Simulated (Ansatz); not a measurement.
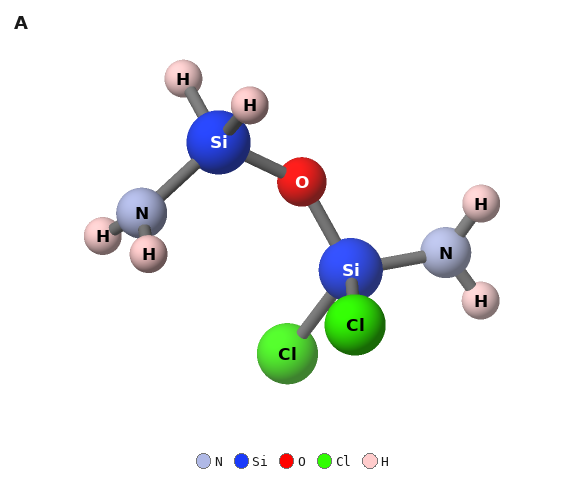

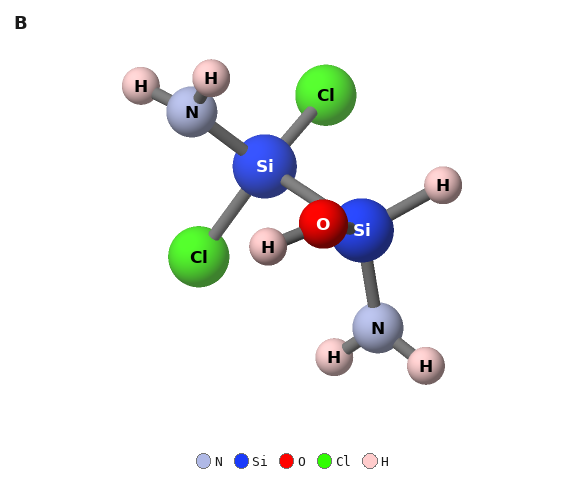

2 stationary structures of one formula. Geometries: PBE0-D4/def2-TZVP. Electronic energies: CCSD(T)/CBS (MP2 limit from def2-TZVPP and def2-QZVPP plus CCSD(T) − MP2) (Ansatz 0.2.0), without zero-point energy. No frequency run is at hand to confirm each as a minimum. Each is one conformer, not always the lowest.

How are they related?

They are constitutional isomers of Cl2H6N2OSi2: A `N[SiH2]O[Si](N)(Cl)Cl`, B `N[Si@H](O)[Si](N)(Cl)Cl`.

Rank them by energy, lowest first.

A is lowest; B lies 33.8 kcal/mol above it.

Give E(B) − E(A) in kcal/mol at these levels too: PBE-D4/def2-TZVPP; CCSD(T)/CBS (MP2 limit from def2-TZVPP and def2-QZVPP plus CCSD(T) − MP2); ωB97M-V/def2-TZVPP; B3LYP-D4/def2-TZVPP; PBE0-D4/def2-TZVP; ωB97X-V/def2-TZVPP; PBE0-D4/def2-TZVPP; RHF-MP2 (frozen core)/def2-QZVPP.

```
                                                                    level  E(B) − E(A) (kcal/mol)
                                                        PBE-D4/def2-TZVPP                   +26.4
CCSD(T)/CBS (MP2 limit from def2-TZVPP and def2-QZVPP plus CCSD(T) − MP2)                   +33.8
                                                       ωB97M-V/def2-TZVPP                   +34.3
                                                      B3LYP-D4/def2-TZVPP                   +32.7
                                                        PBE0-D4/def2-TZVP                   +30.5
                                                       ωB97X-V/def2-TZVPP                   +33.1
                                                       PBE0-D4/def2-TZVPP                   +29.6
                                         RHF-MP2 (frozen core)/def2-QZVPP                   +35.3
```
